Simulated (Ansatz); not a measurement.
## Run report: SiCl₂F₂, single-point calculation

- system: SiCl₂F₂
- method: RKS CAM-B3LYP-d4/STO-3G (Ansatz 0.2.0)

Some settings of this run were made unusual or wrong on purpose. The geometry comes from this level: PBE0-D4/def2-SVP. Figures and captions count atoms from 1; the log counts them from 0 in places.

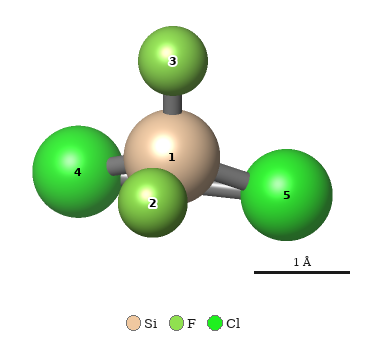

*The input geometry (ball-and-stick view, seen at an oblique angle; atoms are numbered from 1 in the order of the input).*

Input:
```yaml
crystal:
  periodic: [false, false, false]
  atoms:
    - {symbol: Si, position_ang: [0.035772, -0.000174, 0.024922]}
    - {symbol: F, position_ang: [0.066713, -0.008775, 0.944479]}
    - {symbol: F, position_ang: [1.056839, 0.003999, -0.273483]}
    - {symbol: Cl, position_ang: [-0.500985, 1.125339, -0.338969]}
    - {symbol: Cl, position_ang: [-0.580803, -1.119593, -0.356955]}
basis:
  gaussian: {orbitals: STO-3G}
hamiltonian: {xc: {name: CAM-B3LYP}, dispersion: d4}
output: {forces: true}
```

Hardware: 4 threads of Arm Neoverse V2, 23 GiB of memory available, shared host.

Launched with:
```bash
ansatz run in.yaml --threads 4 --pin off --events-out ev --progress --plain --max-ram 3916MiB
```

Log:
```
Functional definition: CAM-B3LYP
  name "CAM-B3LYP"
  cite "Yanai, Tew & Handy, Chem. Phys. Lett. 393, 51 (2004) doi:10.1016/j.cplett.2004.06.011"
  cite "Iikura, Tsuneda, Yanai & Hirao, J. Chem. Phys. 115, 3540 (2001) doi:10.1063/1.1383587"
  cite "Becke, Phys. Rev. A 38, 3098 (1988) doi:10.1103/PhysRevA.38.3098"
  cite "Lee, Yang & Parr, Phys. Rev. B 37, 785 (1988) doi:10.1103/PhysRevB.37.785"
  cite "Vosko, Wilk & Nusair, Can. J. Phys. 58, 1200 (1980) doi:10.1139/p80-159"
  parameter alpha = 0.19
  parameter beta = 0.46
  parameter omega = 0.33/bohr
  parameter ac = 0.81
  # Exact exchange under (alpha + beta erf(omega r))/r, Becke's under what is left of 1/r.
  exchange = (1 - alpha - beta)*b88_x + beta*b88_x_sr(omega) + alpha*exact_x + beta*exact_x_lr(omega)
  correlation = (1 - ac)*vwn5_c + ac*lyp_c
458 factors; integrals over basis functions are off by at most 2.5e-5 eV
164 factors; integrals over basis functions are off by at most 4.3e-7 eV
mean field evaluation 1: about -37800.4196 eV, gradient 2.4e1 eV
mean field evaluation 2: about -37802.0431 eV, gradient 2.8e0 eV
mean field evaluation 4: about -37802.0595 eV, gradient 7.5e-2 eV
mean field evaluation 8: about -37802.0631 eV, gradient 2.9e-4 eV
mean field -37802.06310395 eV, -1389.2001959117 hartree, gradient 6.0e-5 eV, S^2 0.000000; 0 other end points of the search recorded, 0 dependent functions left out
the calculation of the forces begins
reference -37802.06316249 eV, -1389.2001980627 hartree; 33, 33 occupied and 4, 4 virtual orbitals, 458 factors
Total energy: -37802.21738702 eV, -1389.2058657097 hartree
Atom 0 at     0.035772    -0.000174     0.024922 Å, force   -15.729807   -11.599293  -156.705989 eV/Å
Atom 1 at     0.066713    -0.008775     0.944479 Å, force     8.938259    -3.312428   264.080187 eV/Å
Atom 2 at     1.056839     0.003999    -0.273483 Å, force   110.622116    -1.437755   -35.072695 eV/Å
Atom 3 at    -0.500985     1.125339    -0.338969 Å, force   -53.279486   108.459868   -38.053548 eV/Å
Atom 4 at    -0.580803    -1.119593    -0.356955 Å, force   -50.551082   -92.110393   -34.247954 eV/Å
Dipole moment:     0.207701    -0.021337     0.117524 e Å
```

What the run reported:

| quantity | value |
| --- | --- |
| outcome | converged |
| total energy | −37802.2174 eV |
| mean-field energy | −37802.0632 eV |
| dispersion energy | −0.1542 eV |
| SCF solution under orbital rotations | stable |
| largest force (length of the vector) | 264.252 eV/Å |
| dipole moment | 1.15 D |
| peak memory | 0.13 GiB |

The input was spoiled on purpose: squeeze. The run converged all the same; its numbers are those of the faulty input and shouldn't be used.
